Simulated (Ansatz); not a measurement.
```xyz
10

Al   -1.3356   -0.4590   -0.3499
S     1.4645    1.4243   -1.4579
H    -1.6724   -1.5429   -1.5077
H    -2.3080    0.8255   -0.1383
H     1.5055    0.6886   -0.2962
C     0.1264   -0.8060    0.9361
H     0.9825    2.5627   -0.8263
H     0.4601    0.1094    1.4572
H     0.9900   -1.2993    0.4531
H    -0.2131   -1.5034    1.7302
```

The calculation used Ansatz, UKS PBE-D4/6-31G.

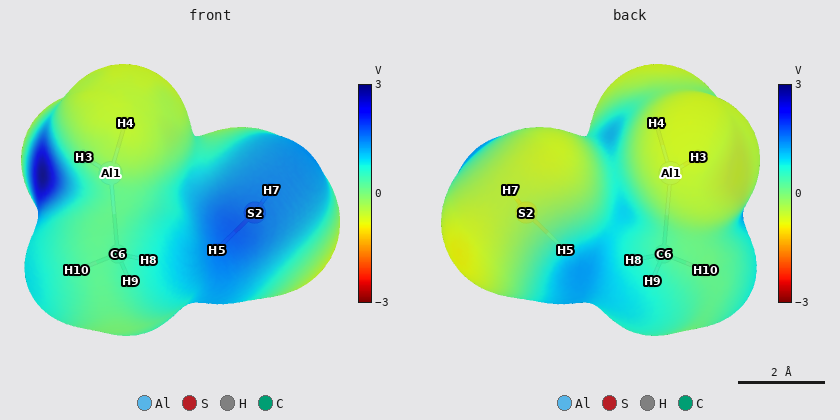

CH5Al···H2S. The molecular electrostatic potential painted on the density surface at 0.002 e/bohr³, seen from the front and from behind; red is negative and blue positive.

Q: Where is the surface potential most negative and most positive?

A: The most negative region (about −0.9 V) lies over S2, the most positive (about +2.5 V) over Al1.
